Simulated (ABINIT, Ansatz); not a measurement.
# A GW chain in ABINIT: K2LiAlF6 (Fm-3m), part 2 of 3

Aim: the G0W0 gap of K2LiAlF6 (Fm-3m) on LDA, step by step.

ABINIT 10.8.3; LDA and many-body steps on it, plane waves. Known limits of the many-body steps: not at the basis limit; coarse k mesh.

So far. Step 2 (Ground state): The gap is direct, at Γ.

## (3) Bands along the symmetry lines

Level of this step: DFT, LDA, plane waves, norm-conserving pseudopotentials (ABINIT).

The cheap functional maps the bands first; the places of the edges decide which points the dearer methods must see.

Contents of run.abi:

```
acell 3*1.0 Angstrom
rprim 
  0.000000000000 3.921000000000 3.921000000000
  3.921000000000 0.000000000000 3.921000000000
  3.921000000000 3.921000000000 -0.000000000000
ntypat 4
znucl 19 3 13 9
natom 10
typat 1 1 2 3 4 4 4 4 4 4
xred 
  0.250000000000 0.250000000000 0.250000000000
  0.750000000000 0.750000000000 0.750000000000
  0.500000000000 0.500000000000 0.500000000000
  0.000000000000 -0.000000000000 0.000000000000
  0.768900000000 0.231100000000 0.231100000000
  0.231100000000 0.768900000000 0.231100000000
  0.231100000000 0.768900000000 0.768900000000
  0.768900000000 0.231100000000 0.768900000000
  0.231100000000 0.231100000000 0.768900000000
  0.768900000000 0.768900000000 0.231100000000
pp_dirpath "pseudos"
pseudos "K.upf, Li.upf, Al.upf, F.upf"
ecut 36
iscf -2
irdden 1
kptopt 0
nkpt 26
kpt 
  0.00000000 0.00000000 0.00000000
  0.12500000 0.00000000 0.12500000
  0.25000000 0.00000000 0.25000000
  0.37500000 0.00000000 0.37500000
  0.50000000 0.00000000 0.50000000
  0.53125000 0.06250000 0.53125000
  0.56250000 0.12500000 0.56250000
  0.59375000 0.18750000 0.59375000
  0.62500000 0.25000000 0.62500000
  0.37500000 0.37500000 0.75000000
  0.28125000 0.28125000 0.56250000
  0.18750000 0.18750000 0.37500000
  0.09375000 0.09375000 0.18750000
  0.00000000 0.00000000 0.00000000
  0.12500000 0.12500000 0.12500000
  0.25000000 0.25000000 0.25000000
  0.37500000 0.37500000 0.37500000
  0.50000000 0.50000000 0.50000000
  0.50000000 0.43750000 0.56250000
  0.50000000 0.37500000 0.62500000
  0.50000000 0.31250000 0.68750000
  0.50000000 0.25000000 0.75000000
  0.50000000 0.18750000 0.68750000
  0.50000000 0.12500000 0.62500000
  0.50000000 0.06250000 0.56250000
  0.50000000 0.00000000 0.50000000
istwfk *1
nband 40
nbdbuf 2
tolwfr 1e-08
nstep 40
prtwf 0
prtvol 0
indata_prefix "in"
outdata_prefix "out"
tmpdata_prefix "tmp"
```

The run is started by

```bash
> OMP_NUM_THREADS=1 mpirun -n 4 abinit run.abi > log
```

Numbers of over 12 decimals in the logs are rounded to 6 here.

The log of the run:

```text
.Version 10.8.3 of ABINIT. v10.8.2 released Aug 2026.

 Symmetries : space group Fm -3 m (#225); Bravais cF (face-center cubic)
[... echo of the input left out ...]
== DATASET  1 ==================================================================
-   mpi_nproc: 4, omp_nthreads: 1 (-1 if OMP is not activated)

--- !DatasetInfo
iteration_state: {dtset: 1, }
dimensions: {natom: 10, nkpt: 26, mband: 40, nsppol: 1, nspinor: 1, nspden: 1, mpw: 8414, }
cutoff_energies: {ecut:  36.0, pawecutdg:  -1.0, }
electrons: {nelect:   6.60000000E+01, charge:   0.00000000E+00, occopt:   1.00000000E+00, tsmear:   1.00000000E-02, }

 Real(R)+Recip(G) space primitive vectors, cartesian coordinates (Bohr,Bohr^-1):
 R(1)=  0.0000000  7.4096161  7.4096161  G(1)= -0.0674799  0.0674799  0.0674799
 R(2)=  7.4096161  0.0000000  7.4096161  G(2)=  0.0674799 -0.0674799  0.0674799
 R(3)=  7.4096161  7.4096161  0.0000000  G(3)=  0.0674799  0.0674799 -0.0674799
 Unit cell volume ucvol=  8.1361159E+02 bohr^3
 Angles (23,13,12)=  6.00000000E+01  6.00000000E+01  6.00000000E+01 degrees

 getcut: wavevector=  0.0000  0.0000  0.0000  ngfft=  60  60  60
         ecut(hartree)=     36.000   => boxcut(ratio)=   2.11994

--- Pseudopotential description ------------------------------------------------
- K Generated using ONCVPSP code by D. R. Hamann
- 19.00000   9.00000  180309                  znucl, zion, pspdat
12 -1012 2 -1 2170                            pspcod,pspxc,lmax,lloc,mmax
     nproj     2     2     2
  pspatm : epsatm=    8.21740868
         --- l  ekb(1:nproj) -->
             0   10.940065    0.829722
             1    4.437415    0.568178
             2   -3.386874   -1.066382
 pspatm: atomic psp has been read  and splines computed

- Li Generated using ONCVPSP code by D. R. Hamann
-  3.00000   3.00000  180309                  znucl, zion, pspdat
12 -1012 1 -1 1944                            pspcod,pspxc,lmax,lloc,mmax
     nproj     2     2     0
  pspatm : epsatm=    2.61415252
         --- l  ekb(1:nproj) -->
[...]
pspatm: atomic psp has been read  and splines computed

- Al Generated using ONCVPSP code by D. R. Hamann
- 13.00000   3.00000  180309                  znucl, zion, pspdat
12 -1012 2 -1 1854                            pspcod,pspxc,lmax,lloc,mmax
     nproj     2     2     2
  pspatm : epsatm=    0.57439143
         --- l  ekb(1:nproj) -->
[...]
pspatm: atomic psp has been read  and splines computed

- F Generated using ONCVPSP code by D. R. Hamann
-  9.00000   7.00000  201202                  znucl, zion, pspdat
12 -1012 2 -1 824                             pspcod,pspxc,lmax,lloc,mmax
     nproj     2     2     1
  pspatm : epsatm=    4.94580260
         --- l  ekb(1:nproj) -->
[...]
2   -2.364936
 pspatm: atomic psp has been read  and splines computed

[...]
-3.6626E-02 -2.6101E-02 -2.4330E-02 -2.4330E-02 -1.3247E-02 -1.3247E-02
 -9.6628E-03 -9.6628E-03  1.0601E-02  3.8325E-01  4.0717E-01  4.1892E-01
[...]
--- !ResultsGS
iteration_state: {dtset: 1, }
comment   : Summary of ground state results
lattice_vectors:
- [  0.0000000,   7.4096161,   7.4096161, ]
- [  7.4096161,   0.0000000,   7.4096161, ]
- [  7.4096161,   7.4096161,  -0.0000000, ]
lattice_lengths: [  10.47878,   10.47878,   10.47878, ]
lattice_angles: [ 60.000,  60.000,  60.000, ] # degrees, (23, 13, 12)
lattice_volume:   8.1361159E+02
convergence: {deltae:  0.000E+00, res2:  0.000E+00, residm:  9.992E-09, diffor:  0.000E+00, }
etotal    :  -2.17483166E+02
entropy   :   0.00000000E+00
fermie    :   1.14303946E-02
cartesian_stress_tensor: null
pressure_GPa: null
xred      :
- [  2.5000E-01,   2.5000E-01,   2.5000E-01,  K]
- [  7.5000E-01,   7.5000E-01,   7.5000E-01,  K]
- [  5.0000E-01,   5.0000E-01,   5.0000E-01, Li]
- [  0.0000E+00,   0.0000E+00,   0.0000E+00, Al]
- [  7.6890E-01,   2.3110E-01,   2.3110E-01,  F]
- [  2.3110E-01,   7.6890E-01,   2.3110E-01,  F]
- [  2.3110E-01,   7.6890E-01,   7.6890E-01,  F]
- [  7.6890E-01,   2.3110E-01,   7.6890E-01,  F]
- [  2.3110E-01,   2.3110E-01,   7.6890E-01,  F]
- [  7.6890E-01,   7.6890E-01,   2.3110E-01,  F]
cartesian_forces: null
force_length_stats: {min: null, max: null, mean: null, }

 Integrated electronic density in atomic spheres:
 ------------------------------------------------
 Atom  Sphere_radius  Integrated_density
[...]
================================================================================

 ----iterations are completed or convergence reached----

 Mean square residual over all n,k,spin=   63.761E-10; max=  99.922E-10
 reduced coordinates (array xred) for   10 atoms
[...]
0.231100000000      0.231100000000      0.768900000000
       0.768900000000      0.768900000000      0.231100000000

 cartesian coordinates (angstrom) at end:
[...]
9      3.921000     3.921000     1.812286
   10      3.921000     3.921000     6.029714
 length scales=  1.889726125908  1.889726125908  1.889726125908 bohr
              =  1.000000000000  1.000000000000  1.000000000000 angstroms
 prteigrs : about to open file out_EIG
 Eigenvalues (hartree) for nkpt=  26  k points:
 kpt#   1, nband= 40, wtk=  1.00000, kpt=  0.0000  0.0000  0.0000 (reduced coord)
[...]
kpt#   2, nband= 40, wtk=  1.00000, kpt=  0.1250  0.0000  0.1250 (reduced coord)
[...]
kpt#   3, nband= 40, wtk=  1.00000, kpt=  0.2500  0.0000  0.2500 (reduced coord)
[...]
kpt#  25, nband= 40, wtk=  1.00000, kpt=  0.5000  0.0625  0.5625 (reduced coord)
[...]
kpt#  26, nband= 40, wtk=  1.00000, kpt=  0.5000  0.0000  0.5000 (reduced coord)
[...]
-0.03663   -0.02610   -0.02433   -0.02433   -0.01325   -0.01325   -0.00966   -0.00966
   0.01060    0.38325    0.40717    0.41892    0.42076    0.43994    0.45518    0.45518

== END DATASET(S) ==============================================================
================================================================================

 -outvars: echo values of variables after computation  --------
            nband          40
             nkpt          26
          spgroup         225
 [... the other variables as echoed above ...]

 Calculation completed.
```

It took 1.7 min on 4 MPI ranks of Arm Neoverse V1, shared host; peak memory 0.48 GiB.

Numbers from this step:

- gap: 7.553 eV
- k of the valence top: 0, 0, 0
- k of the conduction bottom: 0, 0, 0
- least direct gap: 7.553 eV

The gap is 7.553 eV, as in the run before at this level.

The electronic bands at the labelled points (eV, zero at the top of the highest filled band):

```csv
point,band 30,band 31,band 32,band 33,band 34,band 35,band 36,band 37
Γ,-0.44,0.00,0.00,0.00,7.55,10.03,10.03,10.28
X,-0.67,-0.57,-0.57,-0.02,10.12,10.77,11.09,11.14
U,-0.63,-0.50,-0.43,-0.13,10.44,10.61,10.87,11.38
jump to K,-0.63,-0.50,-0.43,-0.13,10.44,10.61,10.87,11.38
Γ,-0.44,0.00,0.00,0.00,7.55,10.03,10.03,10.28
L,-0.52,-0.27,-0.27,-0.20,9.53,9.98,11.15,11.15
W,-0.71,-0.58,-0.25,-0.25,10.76,10.76,10.91,10.99
X,-0.67,-0.57,-0.57,-0.02,10.12,10.77,11.09,11.14
```

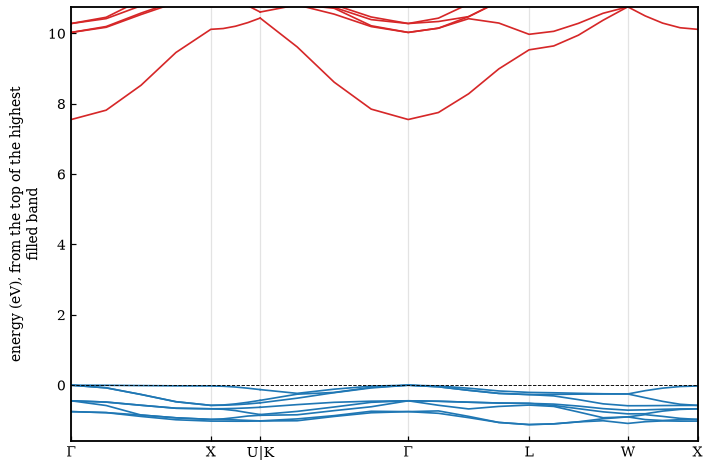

Electronic bands along the path; lines of filled and empty bands in two colours.

## (4) Empty states on the mesh, 2×2×2 mesh, 100 bands

The sums over transitions need many empty states on a uniform mesh; this step solves for them.

Contents of run.abi:

```
acell 3*1.0 Angstrom
rprim 
  0.000000000000 3.921000000000 3.921000000000
  3.921000000000 0.000000000000 3.921000000000
  3.921000000000 3.921000000000 -0.000000000000
ntypat 4
znucl 19 3 13 9
natom 10
typat 1 1 2 3 4 4 4 4 4 4
xred 
  0.250000000000 0.250000000000 0.250000000000
  0.750000000000 0.750000000000 0.750000000000
  0.500000000000 0.500000000000 0.500000000000
  0.000000000000 -0.000000000000 0.000000000000
  0.768900000000 0.231100000000 0.231100000000
  0.231100000000 0.768900000000 0.231100000000
  0.231100000000 0.768900000000 0.768900000000
  0.768900000000 0.231100000000 0.768900000000
  0.231100000000 0.231100000000 0.768900000000
  0.768900000000 0.768900000000 0.231100000000
pp_dirpath "pseudos"
pseudos "K.upf, Li.upf, Al.upf, F.upf"
ecut 36
ngkpt 2 2 2
nshiftk 1
shiftk 0 0 0
kptopt 1
chksymbreak 0
iscf -2
irdden 1
istwfk *1
nband 100
nbdbuf 8
tolwfr 1e-09
nstep 60
prtvol 0
indata_prefix "in"
outdata_prefix "out"
tmpdata_prefix "tmp"
```

The log of the run:

```text
.Version 10.8.3 of ABINIT. v10.8.2 released Aug 2026.

 Symmetries : space group Fm -3 m (#225); Bravais cF (face-center cubic)
[... echo of the input left out ...]
== DATASET  1 ==================================================================
-   mpi_nproc: 4, omp_nthreads: 1 (-1 if OMP is not activated)
-    --> not optimal distribution: autoparal keyword recommended in input file <--

--- !DatasetInfo
iteration_state: {dtset: 1, }
dimensions: {natom: 10, nkpt: 3, mband: 100, nsppol: 1, nspinor: 1, nspden: 1, mpw: 8393, }
cutoff_energies: {ecut:  36.0, pawecutdg:  -1.0, }
electrons: {nelect:   6.60000000E+01, charge:   0.00000000E+00, occopt:   1.00000000E+00, tsmear:   1.00000000E-02, }

 Real(R)+Recip(G) space primitive vectors, cartesian coordinates (Bohr,Bohr^-1):
 R(1)=  0.0000000  7.4096161  7.4096161  G(1)= -0.0674799  0.0674799  0.0674799
 R(2)=  7.4096161  0.0000000  7.4096161  G(2)=  0.0674799 -0.0674799  0.0674799
 R(3)=  7.4096161  7.4096161  0.0000000  G(3)=  0.0674799  0.0674799 -0.0674799
 Unit cell volume ucvol=  8.1361159E+02 bohr^3
 Angles (23,13,12)=  6.00000000E+01  6.00000000E+01  6.00000000E+01 degrees

 getcut: wavevector=  0.0000  0.0000  0.0000  ngfft=  60  60  60
         ecut(hartree)=     36.000   => boxcut(ratio)=   2.11994

--- Pseudopotential description ------------------------------------------------
- K Generated using ONCVPSP code by D. R. Hamann
- 19.00000   9.00000  180309                  znucl, zion, pspdat
12 -1012 2 -1 2170                            pspcod,pspxc,lmax,lloc,mmax
     nproj     2     2     2
  pspatm : epsatm=    8.21740868
         --- l  ekb(1:nproj) -->
             0   10.940065    0.829722
             1    4.437415    0.568178
             2   -3.386874   -1.066382
 pspatm: atomic psp has been read  and splines computed

- Li Generated using ONCVPSP code by D. R. Hamann
-  3.00000   3.00000  180309                  znucl, zion, pspdat
12 -1012 1 -1 1944                            pspcod,pspxc,lmax,lloc,mmax
     nproj     2     2     0
  pspatm : epsatm=    2.61415252
         --- l  ekb(1:nproj) -->
[...]
pspatm: atomic psp has been read  and splines computed

- Al Generated using ONCVPSP code by D. R. Hamann
- 13.00000   3.00000  180309                  znucl, zion, pspdat
12 -1012 2 -1 1854                            pspcod,pspxc,lmax,lloc,mmax
     nproj     2     2     2
  pspatm : epsatm=    0.57439143
         --- l  ekb(1:nproj) -->
[...]
pspatm: atomic psp has been read  and splines computed

- F Generated using ONCVPSP code by D. R. Hamann
-  9.00000   7.00000  201202                  znucl, zion, pspdat
12 -1012 2 -1 824                             pspcod,pspxc,lmax,lloc,mmax
     nproj     2     2     1
  pspatm : epsatm=    4.94580260
         --- l  ekb(1:nproj) -->
[...]
2   -2.364936
[...]
2.06E-06  6.33E-05  1.05E-06  1.60E-04
 -1.4723E+00 -9.0852E-01 -9.0512E-01 -7.3273E-01 -7.0602E-01 -7.0602E-01
 -7.0602E-01 -6.9362E-01 -6.9362E-01 -3.1849E-01 -3.1849E-01 -3.1849E-01
 -3.0956E-01 -3.0956E-01 -3.0956E-01 -1.6179E-01 -1.0131E-01 -1.0131E-01
[...]
1.1585E+00  1.1585E+00  1.1597E+00  1.1597E+00  1.1843E+00  1.1843E+00
  1.1843E+00  1.2129E+00  1.2129E+00  1.2129E+00  1.2398E+00  1.2398E+00
  1.3170E+00  1.3172E+00  1.3435E+00  1.3440E+00
 prteigrs : prtvol=0 or 1, do not print more k-points.

--- !ResultsGS
iteration_state: {dtset: 1, }
comment   : Summary of ground state results
lattice_vectors:
- [  0.0000000,   7.4096161,   7.4096161, ]
- [  7.4096161,   0.0000000,   7.4096161, ]
- [  7.4096161,   7.4096161,  -0.0000000, ]
lattice_lengths: [  10.47878,   10.47878,   10.47878, ]
lattice_angles: [ 60.000,  60.000,  60.000, ] # degrees, (23, 13, 12)
lattice_volume:   8.1361159E+02
convergence: {deltae:  0.000E+00, res2:  0.000E+00, residm:  9.883E-10, diffor:  0.000E+00, }
etotal    :  -2.17483166E+02
entropy   :   0.00000000E+00
fermie    :   1.14303946E-02
cartesian_stress_tensor: null
pressure_GPa: null
xred      :
- [  2.5000E-01,   2.5000E-01,   2.5000E-01,  K]
- [  7.5000E-01,   7.5000E-01,   7.5000E-01,  K]
- [  5.0000E-01,   5.0000E-01,   5.0000E-01, Li]
- [  0.0000E+00,   0.0000E+00,   0.0000E+00, Al]
- [  7.6890E-01,   2.3110E-01,   2.3110E-01,  F]
- [  2.3110E-01,   7.6890E-01,   2.3110E-01,  F]
- [  2.3110E-01,   7.6890E-01,   7.6890E-01,  F]
- [  7.6890E-01,   2.3110E-01,   7.6890E-01,  F]
- [  2.3110E-01,   2.3110E-01,   7.6890E-01,  F]
- [  7.6890E-01,   7.6890E-01,   2.3110E-01,  F]
cartesian_forces: null
force_length_stats: {min: null, max: null, mean: null, }

 Integrated electronic density in atomic spheres:
 ------------------------------------------------
 Atom  Sphere_radius  Integrated_density
[...]
================================================================================

 ----iterations are completed or convergence reached----

 Mean square residual over all n,k,spin=   48.889E-11; max=  98.834E-11
 reduced coordinates (array xred) for   10 atoms
[...]
0.231100000000      0.231100000000      0.768900000000
       0.768900000000      0.768900000000      0.231100000000

 cartesian coordinates (angstrom) at end:
    1      1.960500     1.960500     1.960500
[...]
10      3.921000     3.921000     6.029714
 length scales=  1.889726125908  1.889726125908  1.889726125908 bohr
              =  1.000000000000  1.000000000000  1.000000000000 angstroms
 prteigrs : about to open file out_EIG
 Eigenvalues (hartree) for nkpt=   3  k points:
 kpt#   1, nband=100, wtk=  0.12500, kpt=  0.0000  0.0000  0.0000 (reduced coord)
[...]
1.14759    1.14759    1.14759    1.15848    1.15848    1.15848    1.15972    1.15972
   1.18433    1.18433    1.18433    1.21287    1.21287    1.21287    1.23976    1.23976
   1.31702    1.31717    1.34352    1.34398
 prteigrs : prtvol=0 or 1, do not print more k-points.

== END DATASET(S) ==============================================================
================================================================================

 -outvars: echo values of variables after computation  --------
            nband         100
             nkpt           3
          spgroup         225
 [... the other variables as echoed above ...]

 Calculation completed.
```

Elapsed: 37 s, on 4 MPI ranks; peak memory 0.39 GiB; 2.5 min of CPU time.

Numbers from this step:

```
gap                                                           : 7.553 eV
k of the valence top                                          : 0, 0, 0
k of the conduction bottom                                    : 0, 0, 0
least direct gap                                              : 7.553 eV
k points computed                                             : 3
lowest point of the top converged band, above the valence top : 32.69 eV
```

On this mesh the gap is 7.553 eV.

## (5) Screening, 2×2×2 mesh, 92 bands, screening to 98 eV

The RPA dielectric matrix is built and inverted for each q.

This step: RPA screening on LDA, plane waves, norm-conserving pseudopotentials.

Edit run.abi of step 4 so:

```diff
@@ -28,10 +28,11 @@
 chksymbreak 0
-iscf -2
-irdden 1
 istwfk *1
-nband 100
-nbdbuf 8
-tolwfr 1e-09
-nstep 60
-prtvol 0
+occopt 1
+irdwfk 1
+optdriver 3
+nband 92
+ecuteps 3.6
+inclvkb 2
+awtr 1
+symchi 1
 indata_prefix "in"
```

The log of the run:

```text
.Version 10.8.3 of ABINIT. v10.8.2 released Aug 2026.

 Symmetries : space group Fm -3 m (#225); Bravais cF (face-center cubic)
[... echo of the input left out ...]
== DATASET  1 ==================================================================
-   mpi_nproc: 4, omp_nthreads: 1 (-1 if OMP is not activated)

--- !DatasetInfo
iteration_state: {dtset: 1, }
dimensions: {natom: 10, nkpt: 3, mband: 92, nsppol: 1, nspinor: 1, nspden: 1, mpw: 8393, }
cutoff_energies: {ecut:  36.0, pawecutdg:  -1.0, }
electrons: {nelect:   6.60000000E+01, charge:   0.00000000E+00, occopt:   1.00000000E+00, tsmear:   1.00000000E-02, }

 SCREENING: Calculation of the susceptibility and dielectric matrices

 Based on a program developped by R.W. Godby, V. Olevano, G. Onida, and L. Reining.
 Incorporated in ABINIT by V. Olevano, G.-M. Rignanese, and M. Torrent.
.Using double precision arithmetic ; gwpc =  8

[... cell and pseudopotentials left out ...]
--------------------------------------------------------------------------------

 ==== K-mesh for the wavefunctions ====
 Number of points in the irreducible wedge :     3
[... list of points left out ...]
 Together with 48 symmetry operations and time-reversal symmetry
 yields     8 points in the full Brillouin Zone.

 ==== Q-mesh for the screening function ====
 Number of points in the irreducible wedge :     3
[... list of points left out ...]
 Together with 48 symmetry operations and time-reversal symmetry
 yields     8 points in the full Brillouin Zone.

 setmesh: FFT mesh size selected  =    40x   40x   40
          total number of points  =        64000

 vcoul_init : cutoff-mode = AUXILIARY_FUNCTION
 q-points for optical limit:   1
     1)      0.000010    0.000020    0.000030

- screening: taking advantage of time-reversal symmetry
- Maximum band index for partially occupied states nbvw = 33
- Remaining bands to be divided among processors   nbcw = 59
- Number of bands treated by each node ~14

 Number of electrons calculated from density =   66.0000; Expected =   66.0000
 average of density, n =  0.081120
 r_s =    1.4331
 omega_plasma =   27.4738 [eV]

 calculating chi0 at frequencies [eV] :
  1    0.000000E+00    0.000000E+00
  2    0.000000E+00    2.747382E+01

--------------------------------------------------------------------------------
  q-point number  1        q = ( 0.000000, 0.000000, 0.000000) [r.l.u.]
--------------------------------------------------------------------------------
[... chi0 elements left out ...]
 For q-point:  0.000010 0.000020 0.000030
  dielectric constant =   2.0373
  dielectric constant without local fields =   2.1737

  Average fulfillment of the sum rule on Im[epsilon] for q-point    1 :     30.39  [%]
[... wings left out ...]
  q-point number  2        q = ( 0.500000, 0.000000, 0.000000) [r.l.u.]
--------------------------------------------------------------------------------
[... chi0 elements left out ...]
  Average fulfillment of the sum rule on Im[epsilon] for q-point    2 :     36.52  [%]

 [... 1 further q-points ...]
```

Run time: 25 s. Hardware: 4 MPI ranks; peak memory 1.4 GiB.

This step gave:

- ε∞ with local fields, on this mesh, along the program's q direction: 2.037
- the same without local fields: 2.174
- plasma frequency: 27.47 eV
- plane waves in the screening matrix: 283

Local fields lower ε∞ by 6 %. On a Γ-centred mesh this coarse the value itself is usually too large, while a short band sum pulls it down.

[end of part 2 of 3]

[Paths, hosts, dates, memory and timing lines, banners, echoed tables and standing remarks are left out of the program output.]

[Logs are printed without paths, hosts, clocks, repeated set-up lines and the standing remarks that a program may print on its own settings, such as how far it seeks lower states.]

[Runs of the session that timed out or met a known fault of the program may be left out.]

[Hosts, paths, dates, database ids (printed as entryN), source tags and the programs' standing remarks are cut or masked in the printed files.]

[G0W0 gaps are taken among the corrected bands and points alone; a level outside them can change the order at an edge.]

[Where Ansatz stands beside ABINIT at settings called matched, ABINIT's density can come from a denser mesh and the files from another edition; pairs whose starting gaps differed by over 0.03 eV were left out, so agreement reads better than it is.]
